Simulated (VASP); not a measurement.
# LiRe: structure and properties in VASP

Wanted: the relaxed cell of LiRe and its properties. The steps: rough relaxation of the start cell, full relaxation (vdW-DF2), single point with fields (vdW-DF2), band structure (vdW-DF2), density of states (vdW-DF2) and elastic constants (vdW-DF2). The cell is invented: it takes the structure of COD entry 1539571, LiPd (space group 221 there), with some of its atoms replaced by other elements, volume scaled by an estimate. It may not be a known or stable phase.

Program: VASP 6.6.1. Level of theory: vdW-DF2; plane waves and PAW (Re, Li_sv); invented cell. Results are calculated unless marked as measured.

## (1) The structure

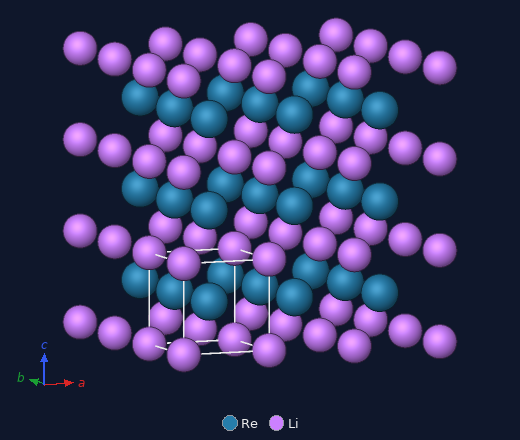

The cell as given, slightly off an axis (rhenium blue, lithium purple). 3×3×3 cells are drawn. Some periodic images of atoms are drawn too.

Coordinates:

```xyz
2
Lattice="3.0081 0.0000 0.0000 0.0000 3.0081 0.0000 0.0000 0.0000 3.0081" Properties=species:S:1:pos:R:3 pbc="T T T"
Re    1.5041    1.5041    1.5041
Li    0.0000    0.0000    0.0000
```

## (2) Rough relaxation of the start cell

The start is only an estimate, so a cheap relaxation brings it near a minimum before any careful run. vdW-DF2 was tuned for molecules and tends to expand solids. LUSE_VDW switches on a nonlocal correlation term for dispersion.

Contents of INCAR:

```
SYSTEM = LiRe
PREC = Normal
ENCUT = 650
EDIFF = 1E-05
NELM = 60
ISMEAR = -1
SIGMA = 0.05
LREAL = .FALSE.
ALGO = Fast
GGA = ML
AGGAC = 0
LUSE_VDW = .TRUE.
ZAB_VDW = -1.8867
LASPH = .TRUE.
NBANDS = 11
LORBIT = 11
LWAVE = .FALSE.
LCHARG = .FALSE.
IBRION = 2
NSW = 40
ISIF = 3
EDIFFG = -0.04
```

Contents of POSCAR:

```
LiRe
1.0
    3.0081180000      0.0000000000      0.0000000000
    0.0000000000      3.0081180000      0.0000000000
    0.0000000000      0.0000000000      3.0081180000
Re Li
1 1
Direct
    0.5000000000      0.5000000000      0.5000000000
    0.0000000000      0.0000000000      0.0000000000
```

Contents of KPOINTS:

```
Automatic mesh
0
Gamma
5 5 5
0 0 0
```

Potentials, in the order of the species: Re and Li_sv (PBE family, release 64).

Started as:

```
> mpirun -np 1 vasp_std
```

What it wrote:

```text
[banner, memory and clock lines left out]
running    1 mpi-ranks, on    1 nodes
 distrk:  each k-point on    1 cores,    1 groups
 distr:  one band on    1 cores,    1 groups

 POSCAR found type information on POSCAR ReLi
 POSCAR found :  2 types and       2 ions
|                                                                             |
|               ----> ADVICE to this user running VASP <----                  |
|                                                                             |
|     You have switched on vdW-DFT.                                           |
|     This routine was written and supplied by Jiri Klimes. We recommend      |
|     that you carefully read and cite the following publications:            |
|       J. Klimes, D.R. Bowler, A. Michelides                                 |
|          J. Phys.: Cond Matt. 22 022201 (2010)                              |
|       J. Klimes, D.R. Bowler, A. Michelides                                 |
|          Phys. Rev. B. 83, 195131 (2011)                                    |
|     and references therein.                                                 |
|                                                                             |

|                                                                             |
|               ----> ADVICE to this user running VASP <----                  |
|                                                                             |
|     You enforced a specific xc type in the INCAR file but a different       |
|     [... a line on the potential file left out ...]
|     I HOPE YOU KNOW WHAT YOU ARE DOING!                                     |
|                                                                             |

 LDA part: xc-table for (Slater+PW92), standard interpolation
 POSCAR, INCAR and KPOINTS ok, starting setup
 FFT: planning ... GRIDC
 FFT: planning ... GRID_SOFT
 FFT: planning ... GRID
 WAVECAR not read
 entering main loop
       N       E                     dE             d eps       ncg     rms          rms(c)
DAV:   1     0.219624885856E+02    0.21962E+02   -0.48157E+03   360   0.123E+03
DAV:   2    -0.791788155787E+01   -0.29880E+02   -0.28148E+02   351   0.233E+02
DAV:   3    -0.927474869368E+01   -0.13569E+01   -0.13359E+01   388   0.353E+01
DAV:   4    -0.931880994635E+01   -0.44061E-01   -0.43771E-01   282   0.488E+00
DAV:   5    -0.932309352039E+01   -0.42836E-02   -0.42762E-02   402   0.110E+00    0.299E+01
RMM:   6    -0.790805879667E+01    0.14150E+01   -0.46485E-01   242   0.279E+01    0.457E+00
RMM:   7    -0.802923619300E+01   -0.12118E+00   -0.21910E+00   287   0.121E+01    0.118E+00
RMM:   8    -0.800754503907E+01    0.21691E-01   -0.62578E-02   278   0.407E+00    0.994E-01
RMM:   9    -0.799671356696E+01    0.10831E-01   -0.26876E-02   294   0.142E+00    0.270E-01
RMM:  10    -0.799640309770E+01    0.31047E-03   -0.56543E-03   290   0.919E-01    0.165E-01
RMM:  11    -0.799641801520E+01   -0.14917E-04   -0.16016E-03   267   0.428E-01    0.189E-02
RMM:  12    -0.799650609775E+01   -0.88083E-04   -0.77537E-04   269   0.279E-01    0.275E-02
RMM:  13    -0.799655990301E+01   -0.53805E-04   -0.38932E-04   262   0.188E-01    0.120E-01
RMM:  14    -0.799657773554E+01   -0.17833E-04   -0.20014E-04   232   0.221E-01    0.565E-02
RMM:  15    -0.799658846815E+01   -0.10733E-04   -0.11709E-04   216   0.201E-01    0.336E-02
RMM:  16    -0.799659764139E+01   -0.91732E-05   -0.66643E-05   215   0.228E-01
   1 F= -.79965976E+01 E0= -.79764452E+01  d E =-.799660E+01
 curvature:   0.00 expect dE= 0.000E+00 dE for cont linesearch  0.000E+00
 trial: gam= 0.00000 g(F)=  0.000E+00 g(S)=  0.180E-01 ort = 0.000E+00 (trialstep = 0.100E+01)
 search vector abs. value=  0.180E-01
 bond charge predicted
       N       E                     dE             d eps       ncg     rms          rms(c)
DAV:   1    -0.805531908871E+01   -0.58731E-01   -0.30084E+00   250   0.806E+01    0.436E+00
RMM:   2    -0.799462750884E+01    0.60692E-01   -0.44497E-02   247   0.732E+00    0.542E-01
RMM:   3    -0.800135585463E+01   -0.67283E-02   -0.77369E-02   298   0.235E+00    0.566E-01
RMM:   4    -0.800153748074E+01   -0.18163E-03   -0.66107E-03   296   0.892E-01    0.151E-01
RMM:   5    -0.800152274265E+01    0.14738E-04   -0.10971E-03   251   0.526E-01    0.592E-02
RMM:   6    -0.800158339087E+01   -0.60648E-04   -0.69463E-04   259   0.348E-01    0.238E-02
RMM:   7    -0.800161880614E+01   -0.35415E-04   -0.38313E-04   246   0.215E-01    0.307E-02
RMM:   8    -0.800163770506E+01   -0.18899E-04   -0.18847E-04   226   0.232E-01    0.358E-02
RMM:   9    -0.800165067018E+01   -0.12965E-04   -0.10673E-04   215   0.186E-01    0.170E-02
RMM:  10    -0.800165998594E+01   -0.93158E-05   -0.69664E-05   213   0.167E-01
   2 F= -.80016600E+01 E0= -.79820373E+01  d E =-.506234E-02
 trial-energy change:   -0.005062  1 .order   -0.004449   -0.017972    0.009075
 step:   0.6934(harm=  0.6645)  dis= 0.00000  next Energy=    -8.003033 (dE=-0.644E-02)
 bond charge predicted
       N       E                     dE             d eps       ncg     rms          rms(c)
DAV:   1    -0.800832977373E+01   -0.66791E-02   -0.25729E-01   338   0.223E+01    0.129E+00
RMM:   2    -0.800239905675E+01    0.59307E-02   -0.34726E-03   239   0.222E+00    0.153E-01
RMM:   3    -0.800301705105E+01   -0.61799E-03   -0.73947E-03   290   0.673E-01    0.165E-01
RMM:   4    -0.800299567233E+01    0.21379E-04   -0.35214E-04   270   0.272E-01    0.390E-02
RMM:   5    -0.800298969882E+01    0.59735E-05   -0.33365E-05   197   0.241E-01
   3 F= -.80029897E+01 E0= -.79831938E+01  d E =-.639206E-02
 curvature:  -0.33 expect dE=-0.334E-04 dE for cont linesearch -0.334E-04
 trial: gam= 0.00000 g(F)=  0.136E-67 g(S)=  0.101E-03 ort =-0.135E-02 (trialstep = 0.939E+00)
 search vector abs. value=  0.101E-03
 reached required accuracy - stopping structural energy minimisation
```

The job ended after 46 s (1 MPI rank of Intel Xeon Platinum 8488C (Sapphire Rapids), shared host; peak memory 0.23 GiB).

Lines that name or quote the potential files are left out of all logs, and their timing lines are given in words.

From OUTCAR (step 2):

```text
ion  position               nearest neighbor table
   1  0.500  0.500  0.500-   2 2.61   2 2.61   2 2.61   2 2.61   2 2.61   2 2.61   2 2.61   2 2.61

  LATTYP: Found a simple cubic cell.
 ALAT       =     3.0081180000

 Subroutine GETGRP returns: Found 48 space group operations
 (whereof 48 operations were pure point group operations)

The static configuration has the point symmetry O_h .

 Found     10 irreducible k-points:

   k-points           NKPTS =     10   k-points in BZ     NKDIM =     10   number of bands    NBANDS=     11

   dimension x,y,z NGX =    20 NGY =   20 NGZ =   20
   dimension x,y,z NGXF=    40 NGYF=   40 NGZF=   40

   ENCUT  =  650.0 eV  47.77 Ry    6.91 a.u.   6.25  6.25  6.25*2*pi/ulx,y,z

   NELECT =      10.0000    total number of electrons

 k-points in reciprocal lattice and weights: Automatic mesh
   0.00000000  0.00000000  0.00000000       0.008
   0.20000000  0.00000000  0.00000000       0.048
   0.40000000  0.00000000  0.00000000       0.048
   0.20000000  0.20000000  0.00000000       0.096
   0.40000000  0.20000000  0.00000000       0.192
   0.40000000  0.40000000  0.00000000       0.096
   0.20000000  0.20000000  0.20000000       0.064
   0.40000000  0.20000000  0.20000000       0.192
   0.40000000  0.40000000  0.20000000       0.192
   0.40000000  0.40000000  0.40000000       0.064

 average (electrostatic) potential at core
       1 -42.5756       2 -59.0620

 E-fermi :   5.2189

 k-point     1 :       0.0000    0.0000    0.0000
  band No.  band energies     occupation
      1     -40.6960      2.00000
      2      -1.8253      2.00000
      3       1.9891      2.00000
      4       1.9891      2.00000
      5       6.8321      0.00000
      6       6.8321      0.00000
      7       6.8321      0.00000
      8      13.3981      0.00000
      9      13.3981      0.00000
    ...

 k-point     2 :       0.2000    0.0000    0.0000
  band No.  band energies     occupation
      1     -40.6914      2.00000
      2      -1.2018      2.00000
      3       2.1902      2.00000
      4       2.5839      2.00000
      5       5.8898      0.00000
      6       5.8898      0.00000
      7       6.9069      0.00000
      8      11.7858      0.00000
      9      15.0217      0.00000
    ...

 k-point     3 :       0.4000    0.0000    0.0000
  band No.  band energies     occupation
    ...
      2      -0.3131      2.00000
      3       2.5461      2.00000
      4       4.2505      2.00000
      5       4.7887      1.99963
      6       4.7887      1.99963
      7       7.0312      0.00000
      8       9.5656      0.00000
      9      17.1575      0.00000
     10      18.2876      0.00000
     11      18.2878      0.00000

Total vdW correction in eV:      1.7396919

  Total        0.0373917      0.0373917      0.0373917     -0.0000000     -0.0000000      0.0000000
  in kB        2.2568737      2.2568737      2.2568737     -0.0000000     -0.0000000      0.0000000
  external PRESSURE =       2.2568737 kB  Pullay stress =       0.0000000 kB

  energy-cutoff  :      650.00
  volume of cell :       26.54
      direct lattice vectors                 reciprocal lattice vectors
     2.983043526  0.000000000  0.000000000     0.335228096  0.000000000  0.000000000
    -0.000000000  2.983043526  0.000000000    -0.000000000  0.335228096  0.000000000
    -0.000000000 -0.000000000  2.983043526     0.000000000 -0.000000000  0.335228096

 POSITION                                       TOTAL-FORCE (eV/Angst)
 -----------------------------------------------------------------------------------
      1.49152      1.49152      1.49152        -0.000000      0.000000      0.000000
      0.00000      0.00000      0.00000         0.000000     -0.000000      0.000000
 -----------------------------------------------------------------------------------
    total drift:                               -0.000000      0.000000     -0.000000

  FREE ENERGIE OF THE ION-ELECTRON SYSTEM (eV)
  ---------------------------------------------------
  free  energy   TOTEN  =        -8.0029896988 eV

  energy  without entropy=       -7.9633979897  energy(sigma->0) =       -7.98319384

Total vdW correction in eV:      1.7393655

 reached required accuracy - stopping structural energy minimisation

 total charge
# of ion       s       p       d       tot
------------------------------------------
    1        0.583   0.338   4.933   5.855
    2        2.071   0.156   0.000   2.227
--------------------------------------------------
tot          2.654   0.494   4.933   8.082

[... 3 further parts left out ...]
```

The k-mesh is coarse for a metal. This relaxation is a rough one on cheap settings, only to bring the start near its minimum. The PAW data sets were made with PBE, which is usual practice but a small mismatch for other functionals. The data set Re keeps the semicore shell frozen, which is cheaper and a little less accurate. The run keeps the 48 symmetry operations of its start, so it cannot find a distortion of lower symmetry.

Step by step:

```
step  energy less that of the first step (eV)  largest force (eV/Å)  pressure (GPa)  volume (Å³)
   1                                   0.0000                0.0000           -2.93        27.22
   2                                  -0.0051                0.0000            1.54        26.25
   3                                  -0.0064                0.0000            0.23        26.54
```

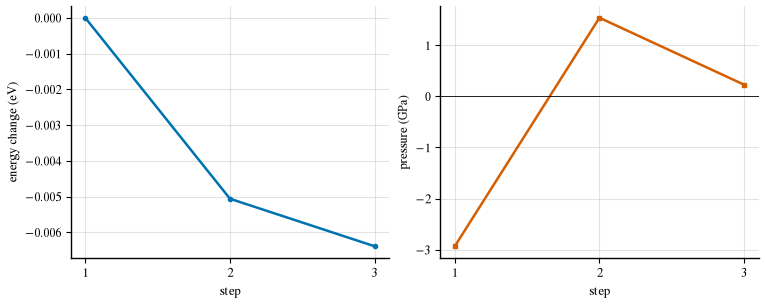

Energy and pressure along the relaxation.

```
conventional cell, symmetrised  before  after  change
                         a (Å)   3.008  2.983  -0.8 %
                         b (Å)   3.008  2.983  -0.8 %
                         c (Å)   3.008  2.983  -0.8 %
              volume (Å³/atom)   13.61  13.27  -2.5 %
```

The relaxed structure:

```cif
data_structure
_symmetry_space_group_name_H-M 'P 1'
_symmetry_Int_Tables_number 1
_cell_length_a 2.9830
_cell_length_b 2.9830
_cell_length_c 2.9830
_cell_angle_alpha 90.000
_cell_angle_beta 90.000
_cell_angle_gamma 90.000
_cell_volume 26.54
loop_
_atom_site_label
_atom_site_type_symbol
_atom_site_fract_x
_atom_site_fract_y
_atom_site_fract_z
_atom_site_occupancy
Re1 Re 0.50000 0.50000 0.50000 1
Li2 Li 0.00000 0.00000 0.00000 1
```

Numbers from this step:

```
electrons                       : 10
bands                           : 11
irreducible k-points            : 10
symmetry operations             : 48
free energy (TOTEN)             : -8.003 eV
energy at zero smearing         : -7.983 eV
Fermi energy                    : 5.219 eV
pressure                        : 0.2257 GPa
metallic                        : yes
SCF cycles over all ionic steps : 31
```

It ends with forces that vanish by symmetry and a pressure of 0.23 GPa.

(Continued in part 2 of 3.)

[Lines on the potential files, build, host, timing and source positions are cut from VASP's logs without a mark.]

[Logs are printed without paths, hosts, clocks, repeated set-up lines and the standing remarks that a program may print on its own settings, such as how far it seeks lower states.]

[Hosts, paths, dates, database ids (printed as entryN), source tags and the programs' standing remarks are cut or masked in the printed files.]

[A measured line is paired with the nearest computed mode of its activity, which favours agreement.]
